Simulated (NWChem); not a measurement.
**AlCl3F− (SMILES [F][Al-]([Cl])([Cl])[Cl]): levels of theory compared**

We compute a comparison of 4 runs (HF/STO-3G, HF/3-21G, B3LYP/6-31G*) of AlCl3F−. 

Program for the calculation: NWChem 7.3.0.

**1. The system as given**

The species is AlCl3F− (5 atoms), meant as a singlet with charge -1. As SMILES, `[F][Al-]([Cl])([Cl])[Cl]`. The shape comes from GFN2-xTB, which is rough for such elements, and wasn't checked as a minimum.

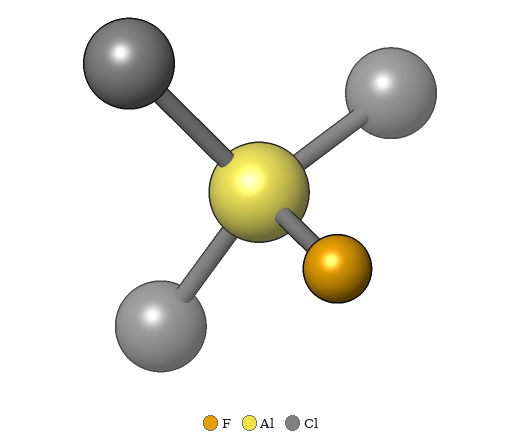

The structure, seen from a chosen angle (fluorine amber, aluminium yellow, chlorine grey).

**2. Energy and gradient at HF/STO-3G (run 1)**

The input, job.nw:

```
start job
title "AlCl3F hf"
memory total 2200 mb
charge -1

geometry units angstrom noautosym nocenter noautoz
  F    -0.663180   -0.084090    1.637130
  Al   -0.029700   -0.004260    0.070280
  Cl    1.699900   -1.208570   -0.037160
  Cl   -1.476100   -0.701090   -1.299310
  Cl    0.469090    1.998020   -0.370950
end

basis spherical bse
  * library STO-3G
end

scf
  thresh 1e-08
  maxiter 80
end

task scf gradient
```

Started as:

```
$ nwchem job.nw > job.out
```

The log of the run:

```text
[...]
  functions       =    41
[...]
  wavefunction    = RHF
[...]
         Total SCF energy =  -1701.106165294702
      One-electron energy =  -3208.076582293949
      Two-electron energy =   1093.095508665186
 Nuclear repulsion energy =    413.874908334061
        Time for solution =      1.3s
[...]
                         RHF ENERGY GRADIENTS
    atom               coordinates                        gradient
                 x          y          z           x          y          z
   1 F      -1.253228  -0.158907   3.093727   -0.018614  -0.002292   0.046364
   2 Al     -0.056125  -0.008050   0.132810    0.021327   0.002658  -0.053258
   3 Cl      3.212345  -2.283866  -0.070222   -0.003886   0.002552   0.001241
   4 Cl     -2.789425  -1.324868  -2.455340    0.002515   0.001380   0.003699
   5 Cl      0.886452   3.775710  -0.700994   -0.001342  -0.004297   0.001954
[...]
```

Run time: 2.3 s. Hardware: 1 thread of Intel Xeon 6975P-C (Granite Rapids), shared host; peak memory 0.097 GiB.

**3. Energy and forces at HF/3-21G (run 2)**

The input, geom.nw:

```
start geom
title "AlCl3F hf"
memory 2200 mb
charge -1

geometry noautosym nocenter noautoz
F       -0.663180      -0.084090       1.637130
Al      -0.029700      -0.004260       0.070280
Cl       1.699900      -1.208570      -0.037160
Cl      -1.476100      -0.701090      -1.299310
Cl       0.469090       1.998020      -0.370950
end

basis spherical bse
* library 3-21G
end

scf
thresh 1e-08
maxiter 80
noprint "final vectors analysis"
end

task scf gradient
```

Started as:

```
$ nwchem geom.nw > geom.out
```

The log of the run:

```text
[...]
  functions       =    61
[...]
  wavefunction    = RHF
[...]
         Total SCF energy =  -1711.793698941285
      One-electron energy =  -3212.755619240863
      Two-electron energy =   1087.087011965517
 Nuclear repulsion energy =    413.874908334061
        Time for solution =      1.7s
[...]
                         RHF ENERGY GRADIENTS
    atom               coordinates                        gradient
                 x          y          z           x          y          z
   1 F      -1.253228  -0.158907   3.093727   -0.004418  -0.000505   0.011245
   2 Al     -0.056125  -0.008050   0.132810    0.021487   0.002736  -0.053335
   3 Cl      3.212345  -2.283866  -0.070222   -0.036614   0.025468   0.002852
   4 Cl     -2.789425  -1.324868  -2.455340    0.030209   0.014657   0.029323
   5 Cl      0.886452   3.775710  -0.700994   -0.010665  -0.042356   0.009915
[...]
```

Wall time 2.8 s (1 thread of Intel Xeon 6975P-C (Granite Rapids), shared host); peak memory 0.094 GiB.

Run 3 isn't shown in full; the table further down has it.

**4. Energy and gradient at B3LYP/6-31G(d) (Cartesian functions) (run 4)**

The input, run.xyz:

```xyz
5
AlCl3F
F     -0.663180    -0.084090     1.637130
Al    -0.029700    -0.004260     0.070280
Cl     1.699900    -1.208570    -0.037160
Cl    -1.476100    -0.701090    -1.299310
Cl     0.469090     1.998020    -0.370950
```

The input, run.py:

```python
from ase.io import read
from ase.calculators.nwchem import NWChem

atoms = read('run.xyz')

calc = NWChem(
    label='run',
    theory='dft',
    memory='2200 mb',
    basis='6-31G*',
    charge=-1,
    dft={'xc': 'b3lyp', 'mult': '1', 'grid': 'fine', 'convergence': 'energy 1e-08', 'iterations': '100', 'mulliken': None},
)
atoms.calc = calc

forces = atoms.get_forces()
print(f"energy = {atoms.get_potential_energy():.6f} eV")
print("forces (eV/A):")
for s, f in zip(atoms.symbols, forces):
    print(f"{s:2s} {f[0]:10.5f} {f[1]:10.5f} {f[2]:10.5f}")
print("dipole (e A):", atoms.get_dipole_moment().round(4))
```

Started as:

```
$ export ASE_NWCHEM_COMMAND="nwchem PREFIX.nwi > PREFIX.nwo"
$ python run.py
```

The log of the run:

```text
energy = -46892.231199 eV
forces (eV/A):
F     0.06741    0.00617   -0.18106
Al   -0.49761   -0.06222    1.24699
Cl    0.92961   -0.65039   -0.07153
Cl   -0.76855   -0.37312   -0.74269
Cl    0.26909    1.07955   -0.25166
dipole (e A): [-0.0408 -0.0059  0.0956]
```

The calculator wrote run.nwi:

```
title "run"

permanent_dir run

scratch_dir run

start run

geometry units angstrom nocenter noautosym noautoz
  F  -6.6317999999999999e-01 -8.4089999999999998e-02 1.6371300000000000e+00
  Al -2.9700000000000001e-02 -4.2599999999999999e-03 7.0279999999999995e-02
  Cl 1.6999000000000000e+00 -1.2085699999999999e+00 -3.7159999999999999e-02
  Cl -1.4761000000000000e+00 -7.0108999999999999e-01 -1.2993100000000000e+00
  Cl 4.6909000000000001e-01 1.9980199999999999e+00 -3.7095000000000000e-01
end

charge -1

memory 2200 mb

basis noprint
   * library 6-31G*
end

dft
  xc b3lyp
  mult 1
  grid fine
  convergence energy 1e-08
  iterations 100
  mulliken
end

task dft gradient
```

run.nwo:

```text
Northwest Computational Chemistry Package (NWChem) 7.3.0
             --------------------------------------------------------

           Job information
           ---------------

    nwchem branch   = 7.3.0
    use scalapack   = T
    input           = run.nwi
    prefix          = run.
    data base       = run/run.db
    status          = startup
    nproc           =        1

           Memory information
           ------------------

[... 5 lines left out ...]
    hardfail = no
[... 97 lines left out ...]
  convergence criterion.
[... 42 lines left out ...]
          Spatial weights used:  Erf1
[... 34 lines left out ...]
 1-e energy   =   -3250.430830
[... 41 lines left out ...]
           Coulomb energy =     1201.352037866403
[... 720 lines left out ...]
          Convergence on density requested:  1.00D-05
[... 28 lines left out ...]
          total energy or number of iterations.
[... 36 lines left out ...]
                 ----------------------------------------
                 |  Time  |  1-e(secs)   |  2-e(secs)   |
                 ----------------------------------------
                 |  CPU   |       0.00   |       3.36   |
                 ----------------------------------------
                 |  WALL  |       0.00   |       3.36   |
                 ----------------------------------------

 Task  times  cpu:       15.0s     wall:       15.0s
 Total times  cpu:       15.0s     wall:       15.0s
```

Wall time 16 s (1 thread of Intel Xeon 6975P-C (Granite Rapids), shared host); peak memory 0.12 GiB.

**5. The series**

| run | level | iteration cap | module | energy (Eh) | HOMO energy (eV) | LUMO energy (eV) | HOMO–LUMO gap (eV) | wall time |
| --- | --- | --- | --- | --- | --- | --- | --- | --- |
| 1 | HF/STO-3G | 80 | scf | -1701.106165 | -4.89 | 15.17 | 20.06 | 2.3 s |
| 2 | HF/3-21G | 80 | scf | -1711.793699 | – | – | – | 2.8 s |
| 3 | B3LYP/6-31G* (spherical functions) | 100 | dft | -1723.245147 | -3.72 | 5.32 | 9.04 | 20 s |
| 4 | B3LYP/6-31G* (Cartesian functions) | 100 | dft | -1723.257726 | -3.72 | 5.29 | 9.01 | 16 s |

**6. Outcome**

| quantity | value |
| --- | --- |
| run 4: total energy | -1723.25773 Eh |
| run 4: HOMO energy | -3.72 eV |
| run 4: LUMO energy | 5.29 eV |
| run 4: HOMO–LUMO gap (to an unbound level, set by the basis) | 9.01 eV |
| run 4: largest force on an atom | 1.344 eV/Å |

What this shows: Over runs 1, 3, 4 the HOMO–LUMO gap runs from 9.01 eV (B3LYP/6-31G*) to 20.06 eV (HF/STO-3G). The two ends differ in method and basis. The empty levels of an anion lie above zero and hang on the basis. In run 1 the basis is minimal, so the values are rough. All runs together took 41 s, the longest 20 s.
